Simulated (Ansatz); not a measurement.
Electronic density of states of amorphous Ge$_{18}$Ga$_{4}$Se$_{42}$, density 4.42 g/cm³, on a 2×2×2 Γ-centred mesh with a Gaussian width of 0.1 eV; energies count from the Fermi level, whose place inside the gap is arbitrary. Cell and mesh are small, so fine structure isn't converged. The numbers are results of PBE-D3(BJ), scalar-relativistic without spin-orbit coupling, PAW (Ansatz default set, large-core Se) (plane waves to 420 eV; Ansatz, a first-principles code), not measurements. Sampling: a 2×2×2 Γ-centred mesh; Fermi-Dirac width 0.05 eV; no spin polarisation.

It comes from a melt-quench run on a machine-learned potential (CHGNet), relaxed afterwards by DFT. The hot cell started wider than the set density and was brought back towards it in steps. It is the lowest in DFT energy of 3 quenches. It is a model cell: composition and starting density were chosen by hand, and all elements were melted together. The geometry includes D3(BJ) dispersion. Its density started from a set value of 4.40 and ended at 4.42 g/cm³. The quench (nominally 53 K/ps over its main leg) was far faster than any real one, so the model tends to hold more defects than a real film. Values belong to this one cell and scatter from quench to quench. Volume and shape were free in the relaxation.

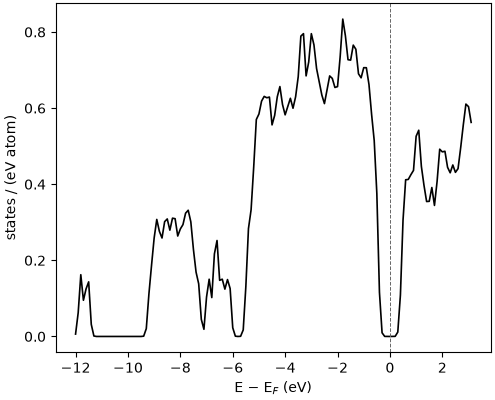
Fig. 1. Density of states per atom

The gap on this mesh is 0.90 eV; the broadening fills part of it in the curve.
